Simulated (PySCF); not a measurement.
# [Hf2]+: forces at shaken geometries

How stiff is [Hf2]+? Its atoms are displaced at random by several amounts. It is a constructed species; whether it can be made isn't addressed.

The runs use PySCF 2.14.0; BP86, Hf def2-SVP with ECP60; scalar-relativistic core potentials, no spin–orbit coupling.

3 further runs of the same task are left out: 2 for a known fault of the program, 1 that didn't finish.

### 1 The system as given

2 atoms, charge 1, spin multiplicity 2.

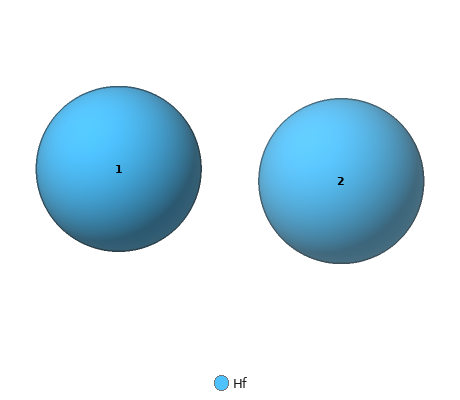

The structure; hafnium blue; atoms are numbered from 1 in the order of the file.

Geometry (Å):

```xyz
2
Hf2
Hf    0.0000    0.0000    1.1965
Hf    0.0000    0.0000   -1.1965
```

An earlier session relaxed this geometry at BP86, Hf def2-SVP with ECP60 (doublet, point group D∞h).

Its energy there is -95.736186 Eh.

### 2 Atoms moved at random, σ = 0.1 Å

run.py (the lines that set the calculation)

```python
mol = gto.M(atom='''
Hf    -0.02600     0.06573     1.15661
Hf     0.02600    -0.06573    -1.15661''',
    basis={'Hf': 'def2-SVP'},
    ecp={'Hf': 'def2-SVP'},
    charge=1, spin=1)
mf = dft.UKS(mol, xc='B88,P86')
mf.grids.atom_grid = (50, 194)
mf = mf.density_fit()  # fitting sets: Hf def2-universal-JKFIT
mf.conv_tol = 1e-08; mf.max_cycle = 55
mf.kernel(dm0)  # dm0: the density of the relaxed state
```

Launch:

```
$ OMP_NUM_THREADS=2 python run.py
```

The log of the run:

```text
init E= -95.7511524321779
  HOMO = -0.315081386476  LUMO = -0.282883329508  gap/eV = 0.87615
cycle= 1 E= -95.7338481039897  delta_E= 0.0173  |g|= 0.0223  |ddm|= 0.247
  HOMO = -0.322203311739  LUMO = -0.290232258025  gap/eV = 0.86998
cycle= 2 E= -95.7339112061774  delta_E= -6.31e-05  |g|= 0.0232  |ddm|= 0.0762
  HOMO = -0.319859079267  LUMO = -0.287922199111  gap/eV = 0.86905
cycle= 3 E= -95.7341405023738  delta_E= -0.000229  |g|= 0.0083  |ddm|= 0.0379
  HOMO = -0.320224603077  LUMO = -0.288196682006  gap/eV = 0.87152
cycle= 4 E= -95.7340366836958  delta_E= 0.000104  |g|= 0.0148  |ddm|= 0.036
  HOMO = -0.320560352459  LUMO = -0.28844828116  gap/eV = 0.87381
cycle= 5 E= -95.7341879315914  delta_E= -0.000151  |g|= 0.000364  |ddm|= 0.0239
  HOMO = -0.320405615677  LUMO = -0.288325567748  gap/eV = 0.87294
cycle= 6 E= -95.7341880734542  delta_E= -1.42e-07  |g|= 0.000115  |ddm|= 0.00138
  HOMO = -0.320447847957  LUMO = -0.28835632693  gap/eV = 0.87325
cycle= 7 E= -95.7341880891253  delta_E= -1.57e-08  |g|= 1.53e-05  |ddm|= 0.000432
  HOMO = -0.320449899199  LUMO = -0.288358648547  gap/eV = 0.87325
cycle= 8 E= -95.7341880897945  delta_E= -6.69e-10  |g|= 1.77e-05  |ddm|= 0.000137
  HOMO = -0.320449051103  LUMO = -0.288357939055  gap/eV = 0.87324
Extra cycle  E= -95.7341880892985  delta_E= 4.96e-10  |g|= 3.41e-05  |ddm|= 0.000131
converged SCF energy = -95.7341880892985  <S^2> = 0.75044112  2S+1 = 2.0004411
```

It took 1.7 s on 2 threads of Arm Neoverse V1, shared host.

Result: E = -95.734188 Eh (+0.054 eV from the relaxed state), HOMO -8.72 eV, LUMO -8.05 eV (over both spins), ⟨S²⟩ = 0.750, Mulliken charge on Hf1 +0.50 e, largest force component 1.523 eV/Å. 

```
atom      Fx      Fy  Fz (eV/Å)
 Hf1  -0.041   0.096      1.523
 Hf2   0.041  -0.096     -1.523
```

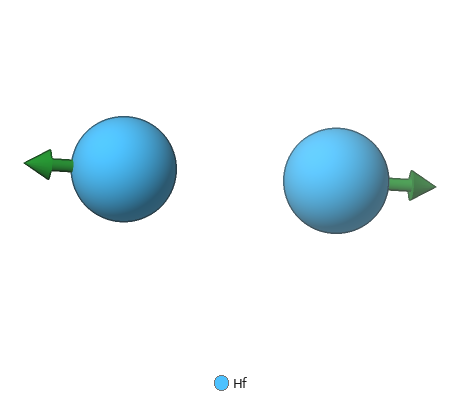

Forces as arrows, the longest for the largest force.

### 3 Atoms moved at random, σ = 0.06 Å

run.py (the lines that set the calculation), as its differences from that of step 2:

```diff
@@ -1,4 +1,4 @@
 mol = gto.M(atom='''
-Hf    -0.02600     0.06573     1.15661
-Hf     0.02600    -0.06573    -1.15661''',
+Hf    -0.02327    -0.00928     1.25137
+Hf     0.02327     0.00928    -1.25137''',
     basis={'Hf': 'def2-SVP'},
```

Launch:

```
$ OMP_NUM_THREADS=2 python run.py
```

The log of the run:

```text
init E= -95.6900776455682
  HOMO = -0.326316315025  LUMO = -0.301951870176  gap/eV = 0.66299
cycle= 1 E= -95.7312884002271  delta_E= -0.0412  |g|= 0.0488  |ddm|= 0.155
  HOMO = -0.300149828496  LUMO = -0.286179448745  gap/eV = 0.38015
cycle= 2 E= -95.7302379534455  delta_E= 0.00105  |g|= 0.0665  |ddm|= 0.169
  HOMO = -0.308694668425  LUMO = -0.288854010288  gap/eV = 0.53989
cycle= 3 E= -95.7323332422765  delta_E= -0.0021  |g|= 0.0208  |ddm|= 0.106
  HOMO = -0.308707152084  LUMO = -0.288865434806  gap/eV = 0.53992
cycle= 4 E= -95.7326196164054  delta_E= -0.000286  |g|= 0.00493  |ddm|= 0.0522
  HOMO = -0.308686483231  LUMO = -0.288899717524  gap/eV = 0.53843
cycle= 5 E= -95.7326368201663  delta_E= -1.72e-05  |g|= 0.000238  |ddm|= 0.0105
  HOMO = -0.308810871285  LUMO = -0.288975772704  gap/eV = 0.53974
cycle= 6 E= -95.7326368876811  delta_E= -6.75e-08  |g|= 8.07e-05  |ddm|= 0.00108
  HOMO = -0.308778185853  LUMO = -0.288959638227  gap/eV = 0.53929
cycle= 7 E= -95.732636896094  delta_E= -8.41e-09  |g|= 2.48e-05  |ddm|= 0.000435
  HOMO = -0.308774889017  LUMO = -0.288958018562  gap/eV = 0.53924
Extra cycle  E= -95.7326368852051  delta_E= 1.09e-08  |g|= 0.000139  |ddm|= 0.000442
converged SCF energy = -95.7326368852051  <S^2> = 0.75042064  2S+1 = 2.0004206
```

Wall time 1.7 s (2 threads of Arm Neoverse V1, shared host).

It gives: E = -95.732637 Eh (+0.097 eV from the relaxed state), HOMO -8.40 eV, LUMO -8.11 eV (over both spins), ⟨S²⟩ = 0.750, Mulliken charge on Hf1 +0.50 e, largest force component 1.652 eV/Å. 

| atom | Fx | Fy | Fz (eV/Å) |
| --- | --- | --- | --- |
| Hf1 | 0.026 | 0.010 | -1.652 |
| Hf2 | -0.026 | -0.010 | 1.652 |

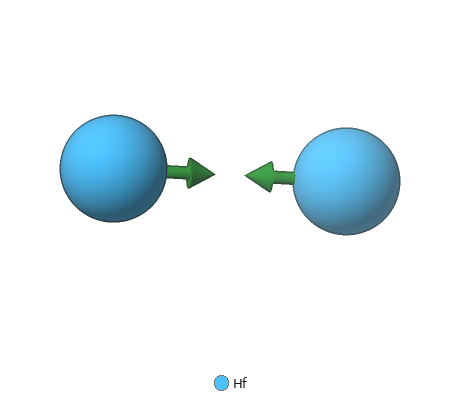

Forces as arrows, the longest for the largest force.

### 4 Atoms moved at random, σ = 0.03 Å

run.py (the lines that set the calculation), as its differences from that of step 3:

```diff
@@ -1,4 +1,4 @@
 mol = gto.M(atom='''
-Hf    -0.02327    -0.00928     1.25137
-Hf     0.02327     0.00928    -1.25137''',
+Hf    -0.01046     0.04041     1.20952
+Hf     0.01046    -0.04041    -1.20952''',
     basis={'Hf': 'def2-SVP'},
```

Launch:

```
$ OMP_NUM_THREADS=2 python run.py
```

The log of the run:

```text
init E= -95.7229751688515
  HOMO = -0.319446550267  LUMO = -0.290563383505  gap/eV = 0.78595
cycle= 1 E= -95.7357652764962  delta_E= -0.0128  |g|= 0.0172  |ddm|= 0.136
  HOMO = -0.310739679172  LUMO = -0.285485903704  gap/eV = 0.68719
cycle= 2 E= -95.7356986295983  delta_E= 6.66e-05  |g|= 0.0217  |ddm|= 0.0651
  HOMO = -0.313789504006  LUMO = -0.286489853945  gap/eV = 0.74286
cycle= 3 E= -95.7358627820685  delta_E= -0.000164  |g|= 0.0116  |ddm|= 0.0402
  HOMO = -0.313814033516  LUMO = -0.286503867975  gap/eV = 0.74315
cycle= 4 E= -95.7359329832798  delta_E= -7.02e-05  |g|= 0.00579  |ddm|= 0.0284
  HOMO = -0.313751912509  LUMO = -0.286504614328  gap/eV = 0.74144
cycle= 5 E= -95.7359565792251  delta_E= -2.36e-05  |g|= 0.00012  |ddm|= 0.01
  HOMO = -0.31378632224  LUMO = -0.286527268714  gap/eV = 0.74176
cycle= 6 E= -95.7359566147187  delta_E= -3.55e-08  |g|= 3.15e-05  |ddm|= 0.000774
  HOMO = -0.31377168683  LUMO = -0.286519529905  gap/eV = 0.74157
cycle= 7 E= -95.7359566169524  delta_E= -2.23e-09  |g|= 1.79e-05  |ddm|= 0.000201
  HOMO = -0.313775957301  LUMO = -0.286521633724  gap/eV = 0.74163
Extra cycle  E= -95.7359566172679  delta_E= -3.15e-10  |g|= 2.97e-05  |ddm|= 0.000191
converged SCF energy = -95.7359566172679  <S^2> = 0.75039866  2S+1 = 2.0003986
```

It took 1.6 s on 2 threads of Arm Neoverse V1, shared host.

Result: E = -95.735957 Eh (+0.006 eV from the relaxed state), HOMO -8.54 eV, LUMO -8.03 eV (over both spins), ⟨S²⟩ = 0.750, Mulliken charge on Hf1 +0.50 e, largest force component 0.471 eV/Å. 

```
atom      Fx      Fy  Fz (eV/Å)
 Hf1   0.002  -0.008     -0.471
 Hf2  -0.002   0.008      0.471
```

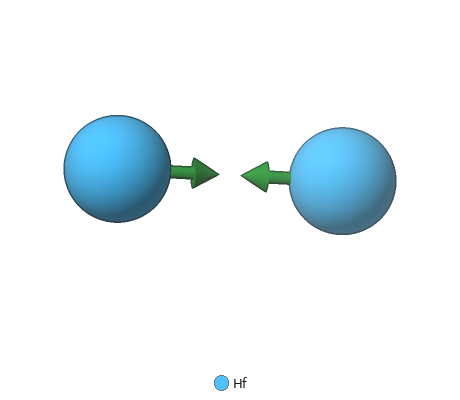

Forces as arrows, the longest for the largest force.

### 5 The displacements side by side

| σ (Å) | energy rise (eV) | harmonic estimate −½ F·u (eV) | largest force component (eV/Å) |
| --- | --- | --- | --- |
| 0.1 | 0.054 | 0.053 | 1.52 |
| 0.06 | 0.097 | 0.091 | 1.65 |
| 0.03 | 0.006 | 0.006 | 0.47 |

Every displacement raises the energy. For a harmonic well the rise equals −½ F·u; the two differ by at most 5 % here (a move with σ = 0.06 Å), from anharmonicity, the grid and the small forces left at the relaxed point. The bases are small and lack diffuse functions. Spin–orbit coupling is left out for this open shell, where it can reorder the states. Open shells may have lower solutions than the one found.
